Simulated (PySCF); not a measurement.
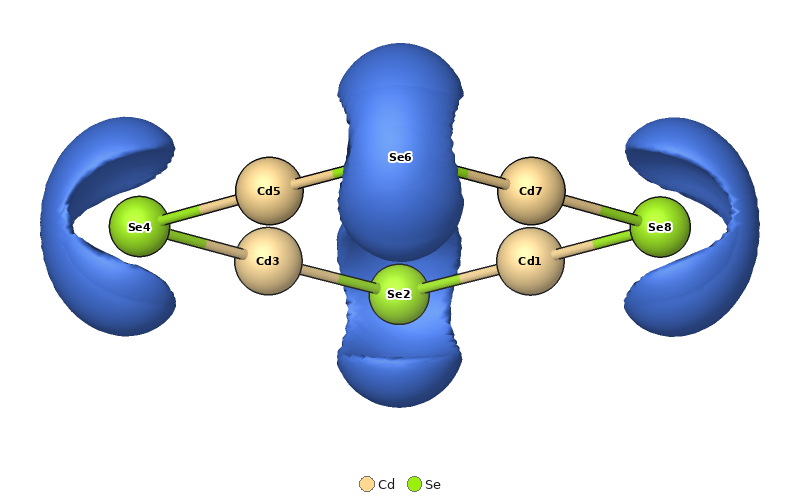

The picture shows: Cd4Se4 ((CdSe)4 ring). Isosurface of the electron localisation function at 0.8 (blue), seen from one side. Only the valence region is drawn (cores and ρ < 0.01 e/Å³ removed).

Geometry: PBE0-D3(BJ)/def2-SVP; core potentials replace the inner electrons of Cd.

Level of theory: CAM-B3LYP/def2-SVPD, SCF density, gas phase, scalar-relativistic core potentials on the heavy atoms in PySCF.

```tsv
atom	x (Å)	y (Å)	z (Å)
Cd	-1.1652	-0.2824	-2.1669
Se	0.4161	1.3819	-3.0287
Cd	1.5932	1.6829	-0.8983
Se	2.7512	1.9475	1.2553
Cd	1.1986	0.2620	2.1447
Se	-0.3686	-1.4176	3.0033
Cd	-1.5586	-1.7052	0.8782
Se	-2.7284	-1.9547	-1.2713
```

Describe the localisation domains.

Answer. At this value the surface marks out four regions wrapped around Se (the valence shell of each). Along the contacts the grid gives the following. Cd–Se (2.45 Å): the ELF peaks at about 0.70 in the valence shell of Se, 1.0 Å from its nucleus, and is about 0.45 at the midpoint.
